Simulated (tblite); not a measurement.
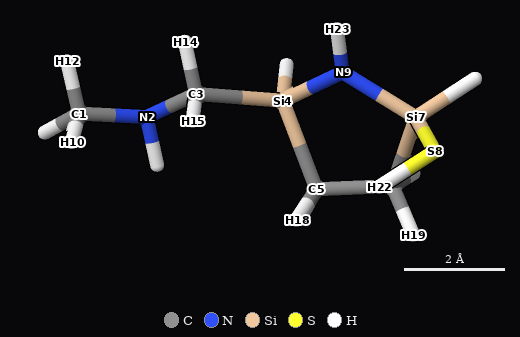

The input geometry (stick view, seen at a tilt; atoms are numbered from 1 in the order of the input).

Frequency calculation, with input and output: C$_{4}$H$_{14}$N$_{2}$SSi$_{2}$

The run: frequency calculation of C$_{4}$H$_{14}$N$_{2}$SSi$_{2}$. Method and program: GFN2-xTB harmonic vibrations, gas phase (tblite 0.8.0).

It belongs to a series of runs on one base structure; here: CH2 inserted into a N-Si bond.

Output:
```
mode    cm-1     km/mol
  1      26.0      1.69
  2      43.3      2.32
  3      69.0      0.89
  4      88.3      1.01
  5      95.7      6.09
  6     121.2     12.14
  7     160.3     22.87
  8     196.1     12.15
  9     219.5      1.49
 10     225.8      3.61
 11     241.6      2.47
 12     312.3     25.53
 13     372.9      6.79
 14     386.1     32.37
 15     409.9     55.44
 16     490.7     42.85
 17     560.5     62.09
 18     595.0     71.40
 19     615.1     53.74
 20     654.7    159.80
 21     681.4     45.07
 22     691.3     34.53
 23     739.4    225.62
 24     767.8     75.69
 25     781.1     63.21
 26     789.0     40.42
 27     810.5    123.92
 28     829.5     37.12
 29     857.0    112.08
 30     913.2    281.32
 31     994.2     11.16
 32    1052.0      7.89
 33    1068.1     36.94
 34    1083.8     51.22
 35    1126.3    170.27
 36    1132.1    157.39
 37    1141.7      3.67
 38    1165.5      8.08
 39    1225.4     27.37
 40    1273.4      3.29
 41    1287.3      4.18
 42    1291.4      1.18
 43    1406.8      2.44
 44    1421.1     15.10
 45    1480.1      0.28
 46    1486.5      8.97
 47    1490.6      6.30
 48    1493.3      5.19
 49    1500.0      2.99
 50    2216.7    346.60
 51    2315.5    290.50
 52    2465.3    124.79
 53    2793.5     94.77
 54    2847.4    108.59
 55    2952.1     31.49
 56    2957.4     36.30
 57    2975.6     66.05
 58    2985.4     34.70
 59    2998.9     36.52
 60    3001.3     37.92
 61    3017.8     51.69
 62    3361.0     17.47
 63    3502.1      0.27
```

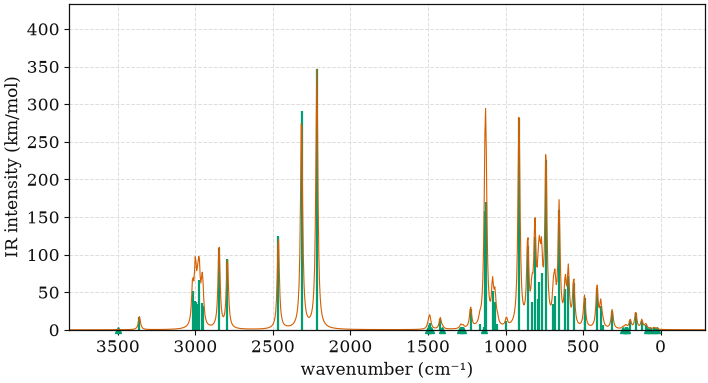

Harmonic infrared spectrum, unscaled: sticks (degenerate modes added up, dark ones marked on the axis) with a Lorentzian envelope of 16 cm⁻¹ full width, scaled to the tallest stick. 63 modes from 26 to 3502 cm⁻¹, none imaginary. The strongest line is at 2217 cm⁻¹ (347 km/mol).

This output came from the following input.

Input file:
```
{"job": {"kind": "ir", "xc": "GFN2-xTB", "basis": "xTB"}, "charge": 0, "multiplicity": 1}
C      3.825822     0.516713     0.311460
N      2.568183     0.302228    -0.375052
C      1.589655    -0.393310     0.441165
Si    -0.023422    -0.621164    -0.534567
C     -1.052570     0.965359    -0.756612
C     -2.529221     0.564426    -0.838361
Si    -2.835098    -0.915715     0.312716
S     -3.612478    -0.389127     2.252779
N     -1.204532    -1.471783     0.417984
H      3.720763     1.077183     1.253720
H      4.504182     1.058827    -0.345244
H      4.264302    -0.454864     0.541194
H      2.187766     1.197002    -0.666881
H      2.011103    -1.371994     0.682884
H      1.414670     0.115396     1.405172
H      0.224324    -1.299123    -1.813586
H     -0.770306     1.542008    -1.637225
H     -0.909420     1.623177     0.104046
H     -3.176809     1.417484    -0.633409
H     -2.750996     0.245053    -1.856164
H     -3.769225    -1.922213    -0.169749
H     -2.711494     0.542724     2.525356
H     -0.969953    -2.301301     0.934327
```

The first line tells a small driver script what to run in tblite; the rest is the geometry in Å.

Launched with:
```bash
OMP_NUM_THREADS=1 python <driver script> task.json out
```

Summary:

- outcome: converged
- total energy: −770.0026 eV
- zero-point energy: 111.8690 kcal/mol
- hardware: 1 CPU thread, shared host
- wall time: 1.5 s
- peak memory: 0.19 GiB
